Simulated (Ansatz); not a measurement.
Run report: C₂H₂FSi (charge −1), geometry relaxation

- system: C₂H₂FSi, charge −1, SMILES [CH2-][Si]#CF
- method: RKS PBE0-D4/def2-TZVPD (Ansatz 0.2.0)

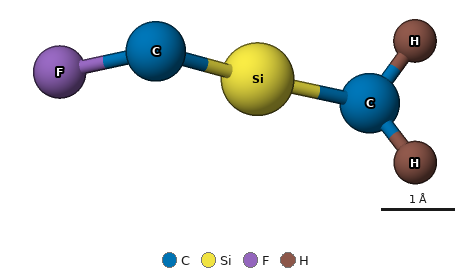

**Figure 1.** The starting structure (ball-and-stick view, seen at a tilt).

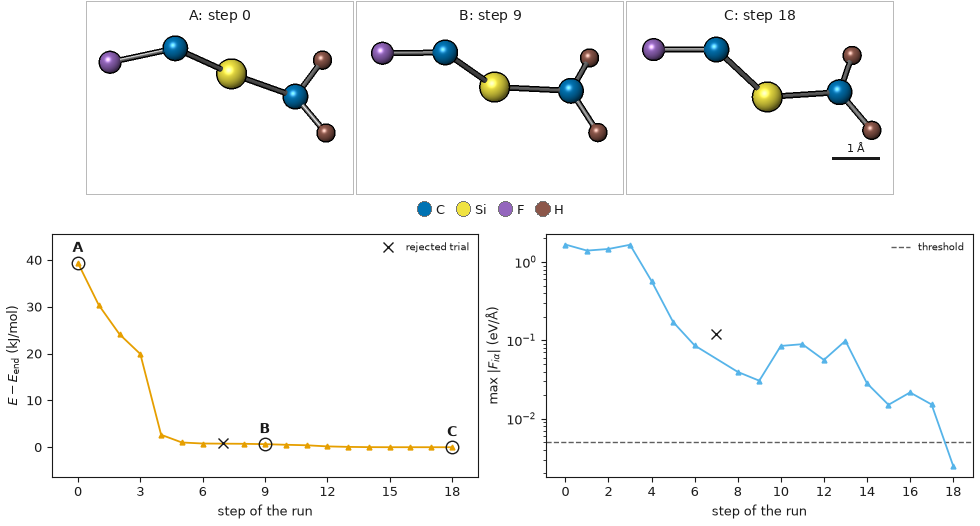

**Figure 2.** Frames of the relaxation (ball-and-stick view, seen at a tilt) above the curves, on which the letters mark them (the first geometry is step 0 here and step 1 in the log).

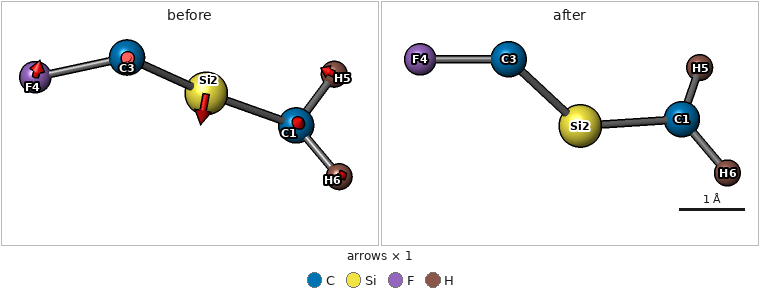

**Figure 3.** Before (left) and after (right) the relaxation, at one scale (ball-and-stick view, seen at a tilt). The red arrows give the displacements, at true length. The energy falls by 39.4 kJ/mol in 18 geometry steps. The largest force component goes from 1.7 to 0.0025 eV/Å. The line search rejected the trial step at point 7 (counted from 0) and went back. Si2 moves most after the best rigid fit: 0.51 Å. By element the largest moves are Si 0.51 Å, F 0.30 Å, C 0.26 Å, H 0.25 Å. Among the contacts that change: C3–F4 1.490 → 1.361 Å, C1–Si2 1.779 → 1.742 Å, C1–H5 1.098 → 1.086 Å. Among the angles that change: C1–Si2–C3 173.6° → 138.8°, Si2–C3–F4 116.3° → 128.7°, H5–C1–H6 110.4° → 115.9°. (Atoms are counted from 1 in the order of the input.)

The input that produced these results follows, with the program's output.

Input file
```yaml
crystal:
  periodic: [false, false, false]
  atoms:
    - {symbol: C, position_ang: [-1.081290, 0.885060, -0.290590]}
    - {symbol: Si, position_ang: [0.287810, -0.192500, 0.070920]}
    - {symbol: C, position_ang: [1.738740, -1.094630, 0.382270]}
    - {symbol: F, position_ang: [1.558010, -2.522000, 0.769290]}
    - {symbol: H, position_ang: [-1.277870, 1.717050, 0.398680]}
    - {symbol: H, position_ang: [-1.225380, 1.207010, -1.330570]}
basis:
  gaussian: {orbitals: def2-TZVPD}
total_charge: -1
hamiltonian: {xc: pbe0, dispersion: d4}
relax: {f_tol: 0.005, max_steps: 200}
```

Run as:
```bash
ansatz run in.yaml --threads 2 --pin off --events-out ev --progress --plain --max-ram 4352MiB
```

What the program printed
```
Functional definition: PBE0
  name "PBE0"
  cite "Adamo & Barone, J. Chem. Phys. 110, 6158 (1999) doi:10.1063/1.478522"
  cite "Perdew, Burke & Ernzerhof, Phys. Rev. Lett. 77, 3865 (1996) doi:10.1103/PhysRevLett.77.3865"
  parent pbe
  parameter a = 0.25
  parameter kappa = 0.804
  parameter beta = 0.06672455060314922
  exchange = (1 - a)*pbe_x(kappa = kappa, mu = beta*pi^2/3) + a*exact_x
  correlation = pbe_c(beta = beta)
943 factors; their error is unknown
mean field evaluation 1: about -12683.3274 eV, gradient 5.5e1 eV
mean field evaluation 2: about -12665.2014 eV, gradient 9.5e1 eV
mean field evaluation 4: about -12689.4560 eV, gradient 1.7e1 eV
mean field evaluation 8: about -12690.2769 eV, gradient 6.3e-2 eV
mean field evaluation 16: about -12690.2888 eV, gradient 1.7e-4 eV
mean field -12690.28879292 eV, -466.3595113530 hartree, gradient 1.0e-5 eV, S^2 0.000000; 0 other end points of the search recorded, 0 dependent functions left out
the calculation of the forces begins
reference -12690.28882920 eV, -466.3595126864 hartree; 19, 19 occupied and 156, 156 virtual orbitals, 943 factors
relax step   1: F+E_penalty+E_count = -12690.39606555 eV  Δ(F+E_penalty+E_count) = +0.000e0 eV  max|allowed force component| = 1.669e0 eV/Å  Δτ_max = 0.0000 Å  (31 SCF iters, accepted)
these checks for a lower state are left out or cut short: starts, cluster_reference, orbital_swaps, neighbouring_geometries, increment
943 factors; their error is unknown
mean field -12690.38203381 eV, -466.3629378928 hartree, gradient 1.8e-5 eV, S^2 0.000000; 0 other end points of the search recorded, 0 dependent functions left out
[... from here on the field's lines of each further geometry are left out, up to the last ...]
relax step   2: F+E_penalty+E_count = -12690.48919601 eV  Δ(F+E_penalty+E_count) = -9.313e-2 eV  max|allowed force component| = 1.398e0 eV/Å  Δτ_max = 0.1185 Å  (40 SCF iters, accepted)
relax step   3: F+E_penalty+E_count = -12690.55390975 eV  Δ(F+E_penalty+E_count) = -6.471e-2 eV  max|allowed force component| = 1.466e0 eV/Å  Δτ_max = 0.0530 Å  (35 SCF iters, accepted)
relax step   4: F+E_penalty+E_count = -12690.59762656 eV  Δ(F+E_penalty+E_count) = -4.372e-2 eV  max|allowed force component| = 1.658e0 eV/Å  Δτ_max = 0.0865 Å  (41 SCF iters, accepted)
relax step   5: F+E_penalty+E_count = -12690.77643180 eV  Δ(F+E_penalty+E_count) = -1.788e-1 eV  max|allowed force component| = 5.709e-1 eV/Å  Δτ_max = 0.1998 Å  (41 SCF iters, accepted)
relax step   6: F+E_penalty+E_count = -12690.79351228 eV  Δ(F+E_penalty+E_count) = -1.708e-2 eV  max|allowed force component| = 1.714e-1 eV/Å  Δτ_max = 0.0364 Å  (35 SCF iters, accepted)
relax step   7: F+E_penalty+E_count = -12690.79579109 eV  Δ(F+E_penalty+E_count) = -2.279e-3 eV  max|allowed force component| = 8.610e-2 eV/Å  Δτ_max = 0.0235 Å  (37 SCF iters, accepted)
relax step   8: F+E_penalty+E_count = -12690.79463604 eV  Δ(F+E_penalty+E_count) = +1.155e-3 eV  max|allowed force component| = 1.214e-1 eV/Å  Δτ_max = 0.0375 Å  (37 SCF iters, rejected (line search))
relax step   9: F+E_penalty+E_count = -12690.79643659 eV  Δ(F+E_penalty+E_count) = -6.455e-4 eV  max|allowed force component| = 3.959e-2 eV/Å  Δτ_max = 0.0184 Å  (37 SCF iters, accepted)
relax step  10: F+E_penalty+E_count = -12690.79722835 eV  Δ(F+E_penalty+E_count) = -7.918e-4 eV  max|allowed force component| = 3.056e-2 eV/Å  Δτ_max = 0.0373 Å  (37 SCF iters, accepted)
relax step  11: F+E_penalty+E_count = -12690.79858031 eV  Δ(F+E_penalty+E_count) = -1.352e-3 eV  max|allowed force component| = 8.485e-2 eV/Å  Δτ_max = 0.1464 Å  (42 SCF iters, accepted)
relax step  12: F+E_penalty+E_count = -12690.79968077 eV  Δ(F+E_penalty+E_count) = -1.100e-3 eV  max|allowed force component| = 8.938e-2 eV/Å  Δτ_max = 0.0148 Å  (36 SCF iters, accepted)
relax step  13: F+E_penalty+E_count = -12690.80217807 eV  Δ(F+E_penalty+E_count) = -2.497e-3 eV  max|allowed force component| = 5.630e-2 eV/Å  Δτ_max = 0.0403 Å  (38 SCF iters, accepted)
relax step  14: F+E_penalty+E_count = -12690.80325740 eV  Δ(F+E_penalty+E_count) = -1.079e-3 eV  max|allowed force component| = 9.872e-2 eV/Å  Δτ_max = 0.0860 Å  (37 SCF iters, accepted)
relax step  15: F+E_penalty+E_count = -12690.80382959 eV  Δ(F+E_penalty+E_count) = -5.722e-4 eV  max|allowed force component| = 2.831e-2 eV/Å  Δτ_max = 0.0092 Å  (39 SCF iters, accepted)
relax step  16: F+E_penalty+E_count = -12690.80398453 eV  Δ(F+E_penalty+E_count) = -1.549e-4 eV  max|allowed force component| = 1.505e-2 eV/Å  Δτ_max = 0.0080 Å  (39 SCF iters, accepted)
relax step  17: F+E_penalty+E_count = -12690.80398973 eV  Δ(F+E_penalty+E_count) = -5.205e-6 eV  max|allowed force component| = 2.164e-2 eV/Å  Δτ_max = 0.0086 Å  (39 SCF iters, accepted)
relax step  18: F+E_penalty+E_count = -12690.80400428 eV  Δ(F+E_penalty+E_count) = -1.455e-5 eV  max|allowed force component| = 1.520e-2 eV/Å  Δτ_max = 0.0093 Å  (39 SCF iters, accepted)
the calculation of the forces begins
reference -12690.69496448 eV, -466.3744378827 hartree; 19, 19 occupied and 156, 156 virtual orbitals, 943 factors
relax step  19: F+E_penalty+E_count = -12690.80404216 eV  Δ(F+E_penalty+E_count) = -3.787e-5 eV  max|allowed force component| = 2.517e-3 eV/Å  Δτ_max = 0.0040 Å  (39 SCF iters, accepted)
943 factors; their error is unknown
mean field evaluation 160: about -12690.4673 eV, gradient 8.1e0 eV
mean field -12690.69492678 eV, -466.3744364970 hartree, gradient 1.5e-5 eV, S^2 0.000000; 1 other end points of the search recorded, 0 dependent functions left out
the calculation of the forces begins
reference -12690.69496448 eV, -466.3744378827 hartree; 19, 19 occupied and 156, 156 virtual orbitals, 943 factors
Total energy: -12690.80407986 eV, -466.3784477989 hartree
Atom 0 at    -0.856545     1.007506    -0.352664 Å, force     0.000650     0.000182     0.001524 eV/Å
Atom 1 at     0.041665    -0.483069    -0.276910 Å, force    -0.002088     0.002517    -0.001428 eV/Å
Atom 2 at     1.503078    -1.095037     0.441801 Å, force     0.001258    -0.001529     0.001136 eV/Å
Atom 3 at     1.752931    -2.337463     0.937681 Å, force     0.000472    -0.000095     0.000017 eV/Å
Atom 4 at    -1.098171     1.599781     0.525431 Å, force     0.000076    -0.000428    -0.000793 eV/Å
Atom 5 at    -1.342937     1.308271    -1.275340 Å, force    -0.000367    -0.000648    -0.000456 eV/Å
Dipole moment:    -0.153415    -0.253982     0.163232 e Å
```

Trajectory as extended XYZ (Å, eV, eV/Å), 19 frames, from step=1 to step=19
```
6
Properties=species:S:1:pos:R:3:forces:R:3 step=1 energy=-12690.39607
C    -1.0813    0.8851   -0.2906    1.0181   0.3500  -0.0633
Si    0.2878   -0.1925    0.0709   -0.9520   0.3250  -0.1293
C     1.7387   -1.0946    0.3823   -0.3506  -1.6694   0.4208
F     1.5580   -2.5220    0.7693    0.4143   1.6582  -0.4230
H    -1.2779    1.7170    0.3987   -0.0758  -0.3519   0.0465
H    -1.2254    1.2070   -1.3306   -0.0540  -0.3120   0.1482
6
Properties=species:S:1:pos:R:3:forces:R:3 step=2 energy=-12690.48920
C    -1.0087    0.9469   -0.3195    0.5547   0.3161   0.3065
Si    0.2681   -0.2215    0.0261   -0.8023   0.1686  -0.0401
C     1.7141   -1.1474    0.2964   -0.2075  -1.2083   0.8421
F     1.5934   -2.4912    0.8781    0.2331   1.3984  -0.8281
H    -1.3398    1.6597    0.4674    0.3112  -0.4762  -0.5565
H    -1.2271    1.2536   -1.3485   -0.0891  -0.1986   0.2762
6
Properties=species:S:1:pos:R:3:forces:R:3 step=3 energy=-12690.55391
C    -0.9677    0.9743   -0.3382    0.0575   0.6609   0.5827
Si    0.2244   -0.2469    0.0104   -0.3148  -0.2449   0.0176
C     1.6892   -1.1292    0.3339   -0.1931  -1.2077   0.7042
F     1.6200   -2.4919    0.8647    0.1412   1.4660  -0.7242
H    -1.3172    1.6475    0.4904    0.3410  -0.5845  -0.9365
H    -1.2486    1.2462   -1.3612   -0.0317  -0.0898   0.3562
6
Properties=species:S:1:pos:R:3:forces:R:3 step=4 energy=-12690.59763
C    -0.9325    0.9950   -0.3492   -0.2543   0.8055   0.4430
Si    0.1755   -0.2741    0.0087    0.1900  -0.6097   0.0575
C     1.6666   -1.0891    0.4072   -0.2317  -1.4316   0.3820
F     1.6404   -2.5016    0.8109    0.0941   1.6581  -0.4534
H    -1.2729    1.6494    0.4868    0.1282  -0.4255  -0.8303
H    -1.2772    1.2205   -1.3644    0.0737   0.0032   0.4012
6
Properties=species:S:1:pos:R:3:forces:R:3 step=5 energy=-12690.77643
C    -0.9059    1.0270   -0.3336    0.2419  -0.1123   0.0472
Si    0.0245   -0.3980    0.0506    0.1284  -0.1542   0.0430
C     1.5555   -1.1426    0.3976   -0.1594  -0.2789   0.1154
F     1.8116   -2.4452    0.7979   -0.1678   0.5709  -0.2066
H    -1.2740    1.6975    0.4334   -0.0170   0.0224   0.0974
H    -1.2116    1.2612   -1.3459   -0.0260  -0.0479  -0.0964
6
Properties=species:S:1:pos:R:3:forces:R:3 step=6 energy=-12690.79351
C    -0.8743    1.0385   -0.3363    0.1265  -0.0723   0.0623
Si   -0.0020   -0.4230    0.0510    0.0674  -0.0183  -0.0039
C     1.5320   -1.1398    0.4077   -0.1714   0.1179  -0.0402
F     1.8196   -2.4176    0.7848    0.0012  -0.0052   0.0003
H    -1.2674    1.6891    0.4383   -0.0106   0.0032   0.0338
H    -1.2079    1.2528   -1.3454   -0.0131  -0.0253  -0.0524
6
Properties=species:S:1:pos:R:3:forces:R:3 step=7 energy=-12690.79579
C    -0.8537    1.0469   -0.3382    0.0240  -0.0257   0.0203
Si   -0.0202   -0.4369    0.0457    0.0751   0.0019  -0.0126
C     1.5172   -1.1331    0.4099   -0.0861   0.0091  -0.0175
F     1.8261   -2.4068    0.7839    0.0019   0.0144   0.0048
H    -1.2606    1.6817    0.4434   -0.0126   0.0098  -0.0006
H    -1.2088    1.2483   -1.3446   -0.0024  -0.0095   0.0056
6
Properties=species:S:1:pos:R:3:forces:R:3 step=8 energy=-12690.79464 accepted=F
C    -0.8531    1.0466   -0.3369    0.0141  -0.0102  -0.0365
Si   -0.0104   -0.4390    0.0095    0.0402  -0.0355   0.0025
C     1.5169   -1.1404    0.3913   -0.0653   0.1214   0.0582
F     1.8192   -2.3955    0.8176    0.0265  -0.0947  -0.0330
H    -1.2557    1.6695    0.4560    0.0200   0.0228   0.0103
H    -1.2168    1.2587   -1.3375   -0.0355  -0.0038  -0.0015
6
Properties=species:S:1:pos:R:3:forces:R:3 step=9 energy=-12690.79644
C    -0.8493    1.0486   -0.3385   -0.0113   0.0142   0.0176
Si   -0.0136   -0.4367    0.0285    0.0282  -0.0081  -0.0128
C     1.5149   -1.1345    0.4088   -0.0396   0.0382  -0.0005
F     1.8226   -2.4034    0.7936    0.0175  -0.0364   0.0074
H    -1.2590    1.6763    0.4483    0.0097  -0.0029  -0.0116
H    -1.2156    1.2497   -1.3408   -0.0045  -0.0051  -0.0002
6
Properties=species:S:1:pos:R:3:forces:R:3 step=10 energy=-12690.79723
C    -0.8474    1.0483   -0.3394   -0.0205   0.0188   0.0037
Si   -0.0070   -0.4426   -0.0077   -0.0189   0.0000  -0.0176
C     1.5097   -1.1333    0.4180    0.0173   0.0252   0.0060
F     1.8218   -2.3991    0.8072    0.0052  -0.0306   0.0100
H    -1.2473    1.6709    0.4563    0.0172  -0.0101   0.0025
H    -1.2298    1.2558   -1.3343   -0.0002  -0.0035  -0.0045
6
Properties=species:S:1:pos:R:3:forces:R:3 step=11 energy=-12690.79858
C    -0.8493    1.0413   -0.3434    0.0073  -0.0740  -0.0453
Si    0.0169   -0.4660   -0.1502   -0.0384   0.0508   0.0289
C     1.4938   -1.1273    0.4498    0.0285   0.0606  -0.0218
F     1.8169   -2.3813    0.8647   -0.0849   0.0414  -0.0148
H    -1.1954    1.6479    0.4906    0.0457  -0.0674  -0.0128
H    -1.2828    1.2853   -1.3114    0.0418  -0.0113   0.0659
6
Properties=species:S:1:pos:R:3:forces:R:3 step=12 energy=-12690.79968
C    -0.8501    1.0388   -0.3441    0.0235  -0.0894  -0.0481
Si    0.0176   -0.4680   -0.1595   -0.0510   0.0576   0.0184
C     1.4959   -1.1266    0.4410    0.0244   0.0863   0.0035
F     1.8103   -2.3748    0.8762   -0.0606  -0.0033  -0.0201
H    -1.1878    1.6419    0.4951    0.0418  -0.0447  -0.0053
H    -1.2859    1.2886   -1.3087    0.0219  -0.0066   0.0518
6
Properties=species:S:1:pos:R:3:forces:R:3 step=13 energy=-12690.80218
C    -0.8540    1.0236   -0.3469   -0.0410   0.0471  -0.0340
Si    0.0114   -0.4773   -0.1855    0.0531  -0.0563   0.0018
C     1.4964   -1.1099    0.4374    0.0223  -0.0069   0.0167
F     1.7931   -2.3577    0.8911   -0.0182   0.0004  -0.0044
H    -1.1520    1.6268    0.5060   -0.0002   0.0039  -0.0116
H    -1.2948    1.2945   -1.3020   -0.0161   0.0118   0.0316
6
Properties=species:S:1:pos:R:3:forces:R:3 step=14 energy=-12690.80326
C    -0.8536    1.0142   -0.3530   -0.0124  -0.0143   0.0091
Si    0.0325   -0.4865   -0.2684   -0.0080   0.0352   0.0131
C     1.4950   -1.0994    0.4418    0.0176   0.0043   0.0084
F     1.7671   -2.3380    0.9338   -0.0279   0.0117  -0.0169
H    -1.1072    1.6006    0.5291    0.0123  -0.0382  -0.0987
H    -1.3337    1.3090   -1.2834    0.0185   0.0012   0.0851
6
Properties=species:S:1:pos:R:3:forces:R:3 step=15 energy=-12690.80383
C    -0.8520    1.0147   -0.3546    0.0032  -0.0238   0.0237
Si    0.0369   -0.4817   -0.2619   -0.0200   0.0161  -0.0116
C     1.4989   -1.0980    0.4432    0.0269  -0.0123   0.0065
F     1.7614   -2.3413    0.9297   -0.0077   0.0067  -0.0008
H    -1.1069    1.6011    0.5243   -0.0038   0.0025  -0.0283
H    -1.3383    1.3052   -1.2807    0.0014   0.0107   0.0105
6
Properties=species:S:1:pos:R:3:forces:R:3 step=16 energy=-12690.80399
C    -0.8573    1.0090   -0.3531    0.0145  -0.0136   0.0103
Si    0.0375   -0.4835   -0.2663   -0.0140   0.0151  -0.0115
C     1.5013   -1.0967    0.4415    0.0143  -0.0131   0.0090
F     1.7589   -2.3394    0.9331   -0.0029   0.0055  -0.0022
H    -1.1026    1.6016    0.5236   -0.0052   0.0065   0.0005
H    -1.3378    1.3090   -1.2788   -0.0067  -0.0004  -0.0061
6
Properties=species:S:1:pos:R:3:forces:R:3 step=17 energy=-12690.80399
C    -0.8568    1.0082   -0.3526    0.0005   0.0017   0.0053
Si    0.0410   -0.4825   -0.2740    0.0130  -0.0061   0.0073
C     1.5021   -1.0952    0.4455   -0.0102   0.0109  -0.0216
F     1.7554   -2.3397    0.9334   -0.0026  -0.0041   0.0107
H    -1.0996    1.6023    0.5241   -0.0034  -0.0040  -0.0013
H    -1.3422    1.3069   -1.2764    0.0027   0.0017  -0.0004
6
Properties=species:S:1:pos:R:3:forces:R:3 step=18 energy=-12690.80400
C    -0.8545    1.0085   -0.3528   -0.0107   0.0064  -0.0009
Si    0.0432   -0.4821   -0.2799    0.0117  -0.0152   0.0046
C     1.5046   -1.0955    0.4399   -0.0099   0.0150   0.0015
F     1.7502   -2.3367    0.9405    0.0023  -0.0082  -0.0031
H    -1.0985    1.5985    0.5262    0.0061   0.0009   0.0008
H    -1.3451    1.3074   -1.2738    0.0005   0.0011  -0.0029
6
Properties=species:S:1:pos:R:3:forces:R:3 step=19 energy=-12690.80404
C    -0.8565    1.0075   -0.3527    0.0006   0.0002   0.0015
Si    0.0417   -0.4831   -0.2769   -0.0021   0.0025  -0.0014
C     1.5031   -1.0950    0.4418    0.0013  -0.0015   0.0011
F     1.7529   -2.3375    0.9377    0.0005  -0.0001   0.0000
H    -1.0982    1.5998    0.5254    0.0001  -0.0004  -0.0008
H    -1.3429    1.3083   -1.2753   -0.0004  -0.0006  -0.0005
```

Key numbers

```tsv
quantity	value
outcome	converged
total energy	−12690.8041 eV
mean-field energy	−12690.6950 eV
dispersion energy	−0.1091 eV
SCF solution under orbital rotations	stable
largest force (length of the vector) at the end	0.004 eV/Å
hardware	2 threads of Arm Neoverse V2, 23 GiB of memory available, shared host
wall time	65 s (CPU time 2.1 min)
peak memory	0.34 GiB
```
